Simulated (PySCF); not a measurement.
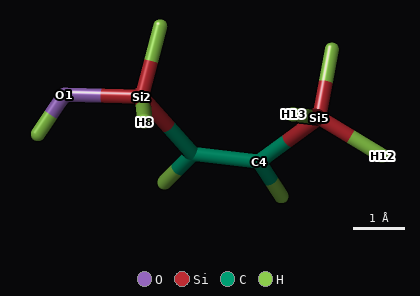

The input geometry (stick view, seen at a tilt; atoms are numbered from 1 in the order of the input).

# C2H8OSi2: excited-state calculation

- system: C2H8OSi2
- method: TDDFT HSE06/3-21G, vertical, gas phase, core orbitals frozen in the response (PySCF 2.14.0)

The geometry comes from this level: GFN2-xTB. It belongs to a series of runs on one base structure; here: HSE06/3-21G; 12 states; conv 1e-11.

### Output
```
final grid: 100456 points
cycle   1  E = -730.8069655325  dE = -5.303e-02  |g| = 7.049e-01  |ddm| = 3.232e+00
cycle   2  E = -730.6678366386  dE =  1.391e-01  |g| = 1.094e+00  |ddm| = 1.961e+00
cycle   3  E = -730.8984664665  dE = -2.306e-01  |g| = 1.002e-01  |ddm| = 1.461e+00
cycle   4  E = -730.9005188648  dE = -2.052e-03  |g| = 4.501e-02  |ddm| = 2.021e-01
cycle   5  E = -730.9010658220  dE = -5.470e-04  |g| = 9.238e-03  |ddm| = 6.500e-02
cycle   6  E = -730.9010843333  dE = -1.851e-05  |g| = 5.336e-03  |ddm| = 1.579e-02
cycle   7  E = -730.9010923111  dE = -7.978e-06  |g| = 3.983e-04  |ddm| = 5.633e-03
cycle   8  E = -730.9010923676  dE = -5.645e-08  |g| = 5.435e-05  |ddm| = 8.740e-04
cycle   9  E = -730.9010923687  dE = -1.087e-09  |g| = 1.250e-05  |ddm| = 1.023e-04
cycle  10  E = -730.9010923687  dE = -3.376e-11  |g| = 2.393e-06  |ddm| = 2.119e-05
cycle  11  E = -730.9010923687  dE = -6.708e-12  |g| = 4.556e-07  |ddm| = 4.508e-06
converged SCF energy = -730.9010923687

Static polarisability (au): isotropic 61.540, principal 45.504 57.834 81.282

Singlet excitations
state   eV       nm        f      main configurations
  1   5.8883    210.6   0.00740   H-1->L 0.48, H->L 0.45
  2   6.7097    184.8   0.07710   H-2->L 0.48, H->L 0.35, H-1->L 0.13
  3   7.0170    176.7   0.11965   H->L+1 0.56, H-2->L 0.14, H-1->L 0.12
  4   7.1711    172.9   0.09340   H->L+1 0.40, H-3->L 0.16, H-1->L 0.16
  5   7.2055    172.1   0.00414   H-1->L+1 0.79, H-3->L 0.16
  6   7.3617    168.4   0.08543   H-3->L 0.53, H-2->L 0.21, H-1->L+1 0.09
  7   7.8726    157.5   0.00667   H-2->L+1 0.90
  8   8.1058    153.0   0.00883   H-4->L 0.95
  9   8.4020    147.6   0.00159   H->L+2 0.58, H-1->L+2 0.31
 10   8.4938    146.0   0.07696   H-3->L+1 0.57, H-5->L 0.18, H->L+2 0.12
 11   8.6577    143.2   0.02698   H-5->L 0.66, H-3->L+1 0.13
 12   8.6894    142.7   0.02426   H-1->L+2 0.54, H->L+2 0.23, H-3->L+1 0.15

Triplet excitations (Tamm-Dancoff, eV): 4.1587 5.3584 6.5407 6.7391 6.9447
```

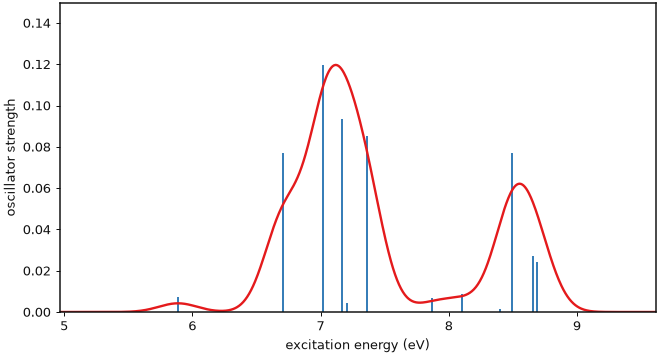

Computed excitations as sticks (degenerate states added up, dark ones marked on the axis), with a Gaussian envelope of 0.35 eV full width at half maximum, scaled to the tallest. Of the 12 states the lowest lies at 5.89 eV (f = 0.007); the strongest line is at 7.02 eV, or 177 nm (f = 0.120).

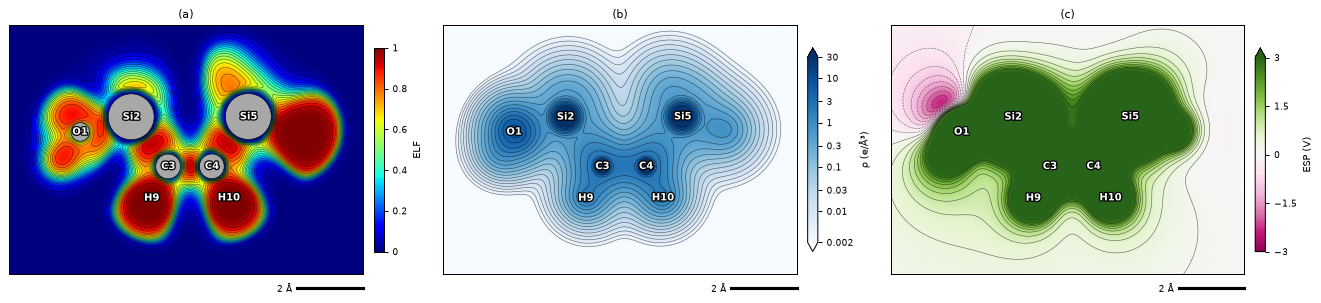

(a) electron localisation function; (b) electron density; (c) electrostatic potential on the plane of atoms Si2, C3 and H9. Grey discs, where drawn, cover atomic cores. C–C (1.33 Å): ρ is about 2.2 e/Å³ halfway; the ELF peaks at about 0.95 between the atoms (a multiple bond by its length, whose ELF region spreads away from the axis). Si–O (1.63 Å): ρ is about 0.98 e/Å³ halfway; the ELF peaks at about 0.85 between the atoms, which marks a shared but strongly polarised pair. C–Si (1.88 Å): ρ at the midpoint is about 0.83 e/Å³; the ELF peaks at about 0.95 between the atoms, as expected for localised, shared-pair bonding. C–H (1.09 Å): ρ at the midpoint is about 1.9 e/Å³; the ELF climbs to about 1 towards the hydrogen, as it does in any bond to H; a covalent bond by its length.

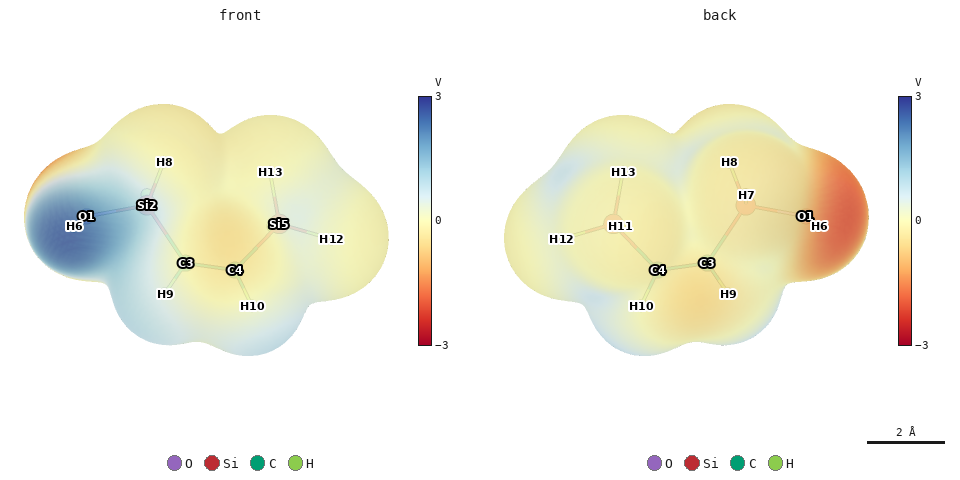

The electrostatic potential painted on the density surface at 0.001 e/bohr³, seen at a tilt and from behind; red is negative and blue positive. A positive charge is drawn to the negative regions and a negative charge to the positive ones. Its dipole moment is 2.07 D.

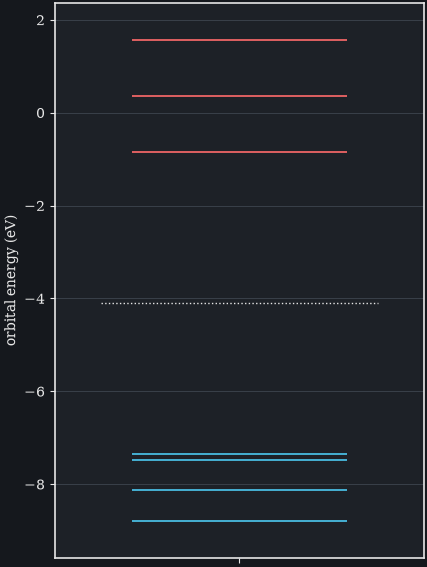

Orbital energies near the frontier; the dotted line parts filled from empty levels, and levels within 0.02 eV of each other stand side by side. Highest filled −7.36 eV, lowest empty −0.86 eV, 6.50 eV apart.

This output came from the following input.

### The input
```
{"job": {"kind": "uv", "xc": "HSE06", "basis": "3-21G", "nstates": 12, "ntriplets": 5, "tda": false, "scf": {"conv": 1e-11}}, "charge": 0, "multiplicity": 1}
O      2.955564    -0.404939    -0.535701
Si     1.413514    -0.661433    -0.075181
C      0.423076     0.934071    -0.232802
C     -0.894918     1.065399    -0.095469
Si    -2.117732    -0.309515     0.290899
H      3.504340     0.259143    -0.128648
H      1.009927    -1.686308    -1.027921
H      1.378296    -1.116489     1.320371
H      0.999900     1.826470    -0.472392
H     -1.327096     2.054569    -0.226501
H     -2.405813    -1.072952    -0.927324
H     -3.354471     0.317200     0.772090
H     -1.588977    -1.204730     1.320853
```

The first line tells a small driver script what to run in PySCF; the rest is the geometry in Å.

Run as:
```bash
OMP_NUM_THREADS=1 python <driver script> task.json out
```

### Results in brief

| quantity | value |
| --- | --- |
| outcome | converged |
| total energy | −730.901092 hartree |
| HOMO | −7.36 eV |
| LUMO | −0.86 eV |
| dipole moment | 2.07 D |
| mean polarisability | 61.54 a.u. |
| lowest singlet excitation | 5.89 eV |
| hardware | 1 CPU thread, shared host |
| wall time | 24 s |
| peak memory | 0.42 GiB |

### Remarks

Settings chosen away from the usual ones: HSE06/3-21G; 12 states; conv 1e-11.
